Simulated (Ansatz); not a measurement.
# CH4Si (SMILES C=[SiH2]) at 6 levels

We compute a comparison of 6 runs (UB3LYP/STO-3G, UPBE0/STO-3G, r2SCAN0/STO-3G, wB97M-V/STO-3G, wB97X/STO-3G, CCSDTQ/STO-3G) of CH4Si. 

The results are computed with Ansatz 0.2.0.

43 further runs of the same task are left out: 43 set aside as unsound or not needed.

### 1 The structure to begin with

The species is CH4Si (6 atoms), meant as a singlet with charge 0. SMILES: `C=[SiH2]`. The H6–Si2 distance was set to 1.823 Å, away from the relaxed value.

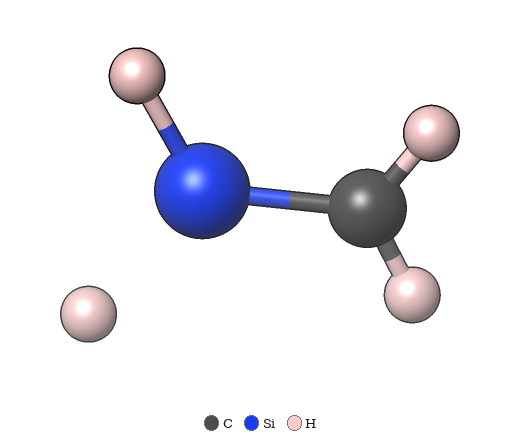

Viewed from a chosen angle; carbon dark grey, silicon blue, hydrogen pink.

### 2 The energy at UB3LYP/STO-3G (run 1)

Input file job.yaml:

```yaml
basis:
  gaussian:
    orbitals: STO-3G
crystal:
  periodic: [false, false, false]
  atoms:
    - {symbol: C, position_ang: [-0.972352, -0.705278, -0.034198]}
    - {symbol: Si, position_ang: [0.377608, 0.293642, 0.449162]}
    - {symbol: H, position_ang: [-1.642172, -1.154728, 0.679032]}
    - {symbol: H, position_ang: [-1.196582, -0.916278, -1.065838]}
    - {symbol: H, position_ang: [0.719318, 0.607852, 1.831652]}
    - {symbol: H, position_ang: [1.545870, 1.084200, -0.705300]}
magnetization:
  spin_polarized: true
accuracy: high
hamiltonian:
  xc: {name: B3LYP}
```

Started as:

```
$ ansatz run job.yaml --threads 1 --pin off --max-ram 2610MiB --events-out events.jsonl --progress --plain --runs-dir runs
```

Standard output:

```text
Warning: RAYON_NUM_THREADS=1 ignored (pool sized by the plan → 1); use --threads N
Functional definition: B3LYP
  name "B3LYP"
  parameter a0 = 0.2
  parameter ax = 0.72
  parameter ac = 0.81
  exchange = (1 - a0 - ax)*slater_x + ax*b88_x + a0*exact_x
  correlation = (1 - ac)*vwn_rpa_c + ac*lyp_c
310 factors; integrals over basis functions are off by at most 1.2e-8 eV
mean field evaluation 1: about -8868.9907 eV, gradient 2.0e1 eV
mean field evaluation 2: about -8858.9265 eV, gradient 4.0e1 eV
mean field evaluation 4: about -8872.0997 eV, gradient 5.8e-1 eV
mean field evaluation 8: about -8872.0317 eV, gradient 7.0e-3 eV
mean field evaluation 16: about -8872.0317 eV, gradient 7.9e-9 eV
mean field -8872.03174692 eV, -326.0411530202 hartree, gradient 7.8e-9 eV, S^2 0.000000; 1 other end points of the search recorded, 0 dependent functions left out
reference -8872.03177525 eV, -326.0411540614 hartree; 12, 12 occupied and 6, 6 virtual orbitals, 310 factors
Total energy: -8872.03177525 eV, -326.0411540614 hartree
```

Wall time 1.9 s (1 thread of Arm Neoverse V1, shared host); peak memory 0.13 GiB.

### 3 The energy at UPBE0/STO-3G (run 2)

job.yaml: that of step 2 with these lines changed.

```diff
@@ -1,4 +1 @@
-basis:
-  gaussian:
-    orbitals: STO-3G
 crystal:
@@ -12,6 +9,6 @@
     - {symbol: H, position_ang: [1.545870, 1.084200, -0.705300]}
-magnetization:
-  spin_polarized: true
+basis:
+  gaussian: {orbitals: STO-3G}
 accuracy: high
-hamiltonian:
-  xc: {name: B3LYP}
+magnetization: {spin_polarized: true, initial_magnetization: 0}
+hamiltonian: {xc: {name: PBE0}}
```

Started as:

```
$ ansatz run job.yaml --threads 1 --pin off --max-ram 2610MiB --events-out events.jsonl --progress --plain --runs-dir runs
```

Standard output:

```text
Warning: RAYON_NUM_THREADS=1 ignored (pool sized by the plan → 1); use --threads N
Functional definition: PBE0
  name "PBE0"
  parameter a = 0.25
  parameter kappa = 0.804
  parameter beta = 0.06672455060314922
  exchange = (1 - a)*pbe_x(kappa = kappa, mu = beta*pi^2/3) + a*exact_x
  correlation = pbe_c(beta = beta)
310 factors; integrals over basis functions are off by at most 1.2e-8 eV
mean field evaluation 1: about -8864.5302 eV, gradient 1.9e1 eV
mean field evaluation 2: about -8856.5402 eV, gradient 3.7e1 eV
mean field evaluation 4: about -8867.2445 eV, gradient 4.1e-1 eV
mean field evaluation 8: about -8867.1786 eV, gradient 7.6e-3 eV
mean field evaluation 16: about -8867.1786 eV, gradient 8.9e-9 eV
mean field -8867.17859456 eV, -325.8628029605 hartree, gradient 8.6e-9 eV, S^2 0.000000; 1 other end points of the search recorded, 0 dependent functions left out
reference -8867.17859606 eV, -325.8628030157 hartree; 12, 12 occupied and 6, 6 virtual orbitals, 310 factors
Total energy: -8867.17859606 eV, -325.8628030157 hartree
```

Wall time 1.8 s (1 thread of Arm Neoverse V1, shared host); peak memory 0.13 GiB.

Runs 3 to 5 aren't shown in full; the table further down has their settings and results.

### 4 A single-point energy at CCSDTQ/STO-3G (run 6)

Input file input.yaml:

```yaml
crystal:
  periodic: [false, false, false]
  atoms:
    - {symbol: C, position_ang: [-0.972352, -0.705278, -0.034198]}
    - {symbol: Si, position_ang: [0.377608, 0.293642, 0.449162]}
    - {symbol: H, position_ang: [-1.642172, -1.154728, 0.679032]}
    - {symbol: H, position_ang: [-1.196582, -0.916278, -1.065838]}
    - {symbol: H, position_ang: [0.719318, 0.607852, 1.831652]}
    - {symbol: H, position_ang: [1.545870, 1.084200, -0.705300]}
basis:
  gaussian:
    orbitals: STO-3G
correlation:
  method: ccsdtq
  frozen_orbitals: {C: 1, H: 0, Si: 5}
accuracy: high
scf:
  omitted_lower_state_checks: [cluster_reference, increment]
```

Started as:

```
$ ansatz run input.yaml --threads 1 --pin off --max-ram 2610MiB --events-out events.jsonl --progress --plain --runs-dir runs
```

Standard output, cut to the lines that bear on the results:

```text
Warning: RAYON_NUM_THREADS=1 ignored (pool sized by the plan → 1); use --threads N
Functional definition: HF
  name "HF"
[...]
310 factors; integrals over basis functions are off by at most 1.2e-8 eV
[...]
mean field -8847.99212439 eV, -325.1577131868 hartree, gradient 4.9e-8 eV, S^2 0.000000; 1 other end points of the search recorded, 0 dependent functions left out; unrestricted orbitals would lower it
6 core orbitals not correlated: weight in the atoms' cores, before any rotation towards them, 1.000 or more for the frozen orbitals, at most 0.000 for the correlated occupied ones
reference -8847.99212439 eV, -325.1577131868 hartree; 6, 6 occupied and 6, 6 virtual orbitals, 310 factors
second order -3.55719236 eV of doubles, -0.00000000 eV of singles
cycle   1  -4.21816500 eV  change   -6.6e-1 eV  update   1.0e-1
[...]
cycle  23  -4.88868535 eV  change   4.7e-10 eV  update  8.9e-10
Total energy: -8852.88080974 eV, -325.3373690599 hartree
Checks for a lower state left out: cluster_reference, increment
```

It took 2.8 s on 1 thread of Arm Neoverse V1, shared host; peak memory 0.092 GiB.

### 5 The series

| run | level | frozen core orbitals | energy (Eh) | wall time |
| --- | --- | --- | --- | --- |
| 1 | UB3LYP/STO-3G | – | -326.041154 | 1.9 s |
| 2 | UPBE0/STO-3G | – | -325.862803 | 1.8 s |
| 3 | r2SCAN0/STO-3G | – | -325.980418 | 2.6 s |
| 4 | wB97M-V/STO-3G | – | -326.034368 | 18 s |
| 5 | wB97X/STO-3G | – | -326.008935 | 4.8 s |
| 6 | CCSDTQ/STO-3G | 6 | -325.337369 | 2.8 s |

### 6 Outcome

```
                                          quantity          value
                               run 6: total energy  -325.33737 Eh
run 6: correlation energy (6 core orbitals frozen)     -179.7 mEh
                              run 6: T1 diagnostic          0.016
```

Totals of different functionals can't be ranked against each other. In run 6 the log says that unrestricted orbitals would lower the reference, so the values rest on an unstable closed-shell determinant (other closed-shell runs at this shape may share the fault). In runs 1, 2, 3, 4, 5, 6 the basis is minimal, so the values are rough. All runs together took 32 s, the longest 18 s.
